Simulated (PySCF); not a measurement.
**C5H4O, SMILES `O=C1C=CC=C1`: what the electrons do**

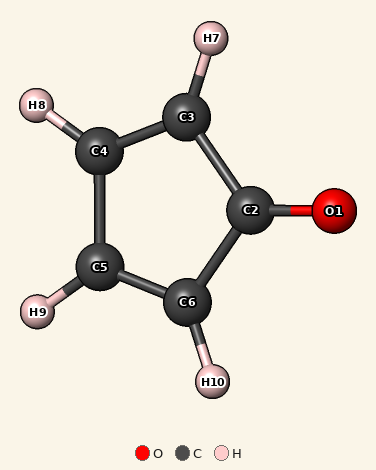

The molecule, with its atoms numbered as below. No frequency check shows the geometry to be a minimum.

Coordinates in Å:

```
O1      -2.0286   -0.0001    0.0000
C2      -0.8250    0.0001    0.0000
C3       0.0894   -1.1866    0.0000
C4       1.3451   -0.7396    0.0000
C5       1.3451    0.7396    0.0000
C6       0.0894    1.1865    0.0000
H7      -0.2662   -2.1986    0.0000
H8       2.2489   -1.3223    0.0000
H9       2.2489    1.3223    0.0000
H10     -0.2662    2.1986    0.0000
```

Part 1: Bonding charge

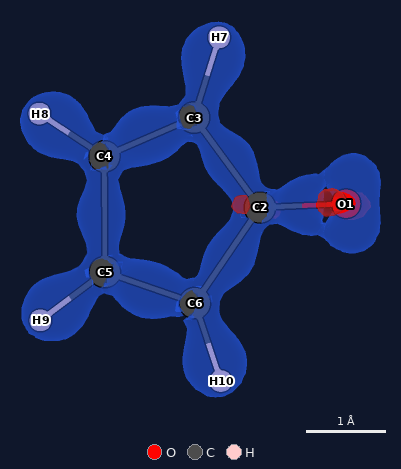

Deformation density (molecule less spherical, spin-averaged free atoms at the same positions), surfaces at ±0.26 e/Å³; blue: gain, red: loss.

PySCF calculation, CAM-B3LYP/def2-SVPD, gas phase; geometry: GFN2-xTB.

How much density has each bond gained at its critical point, relative to the free atoms?

Answer. C4–H8 and C5–H9: +0.76 e/Å³ at the bond critical point (bond length 1.07 Å). C3–H7 and C6–H10: +0.75 e/Å³ at the bond critical point (bond length 1.07 Å). C3–C4 and C5–C6: +0.73 e/Å³ at the bond critical point (bond length 1.33 Å). O1–C2: +0.65 e/Å³ at the bond critical point (bond length 1.20 Å). C2–C6 and C2–C3: +0.55 e/Å³ at the bond critical point (bond length 1.50 Å). C4–C5: +0.53 e/Å³ at the bond critical point (bond length 1.48 Å). In all, 2.6 electrons gather in the regions of gain relative to the promolecule.

Where do the Hirshfeld charges lie?

Answer. The highest Hirshfeld charge is on C2 (+0.17 e), the lowest on O1 (−0.24 e).

```tsv
atom	charge (e)
O1	−0.24
C2	+0.17
C3	−0.06
C4	−0.02
C5	−0.02
C6	−0.06
H7	+0.06
H8	+0.06
H9	+0.06
H10	+0.06
```

Part 2: Bond critical points

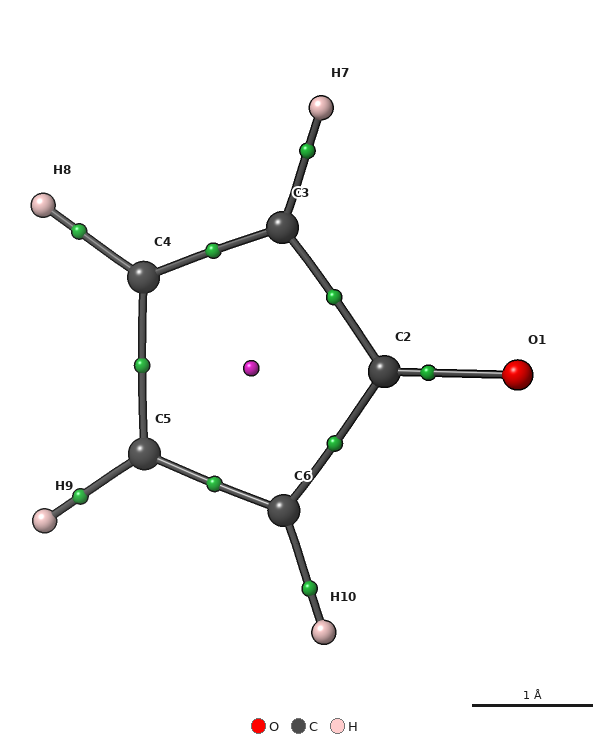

Molecular graph of the electron density (QTAIM): bond paths, bond critical points (green), ring points (magenta, if any); weak paths are dashed.

How many critical points of each kind are there, and does the count close?

Answer. 10 nuclei, 10 bond, 1 ring and 0 cage critical points: 10 − 10 + 1 − 0 = 1, as the Poincaré–Hopf relation requires.

Give the properties at the bond critical points.

Answer.
```csv
bond,length (Å),ρ (a.u.),∇²ρ (a.u.),ε,H (a.u.)
O1–C2,1.204,0.416,+0.33,0.05,−0.737
C3–C4 (2 alike),1.333,0.345,−0.92,0.35,−0.367
C4–H8 (2 alike),1.075,0.288,−1.14,0.00,−0.321
C3–H7 (2 alike),1.073,0.287,−1.13,0.01,−0.320
C4–C5,1.479,0.268,−0.65,0.06,−0.228
C2–C6 (2 alike),1.498,0.266,−0.66,0.08,−0.225
```

What kind of interaction is C2–C6?

Answer. Shared-shell (covalent): ρ = 0.266, ∇²ρ = −0.66, H = −0.225 a.u.

Part 3: Local ionisation energy

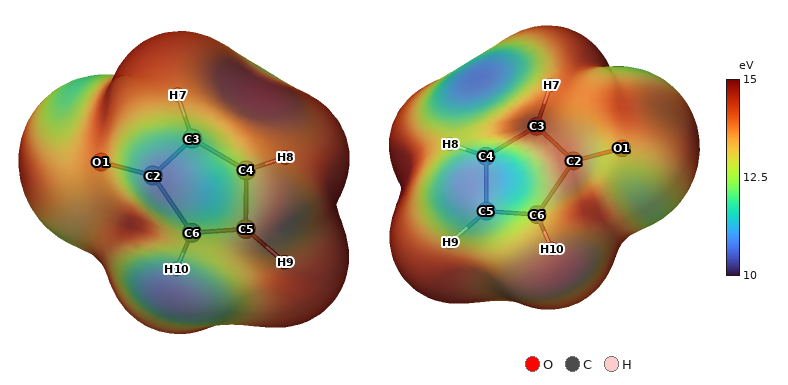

Average local ionisation energy on the surface of electron density 0.001 a.u. (back view left, front view right).

Locate the minima of the map.

Answer. The lowest value is 10.8 eV, off the molecular plane, over C3 (2.1 Å), and at like points elsewhere. Further minima include 11.9 eV, 1.9 Å from O1, and at like points elsewhere. For comparison, the highest occupied orbital lies at −8.5 eV.

What volume does the surface enclose, and what is the dipole moment?

Answer. About 108 Å³; the dipole moment is 3.5 D.
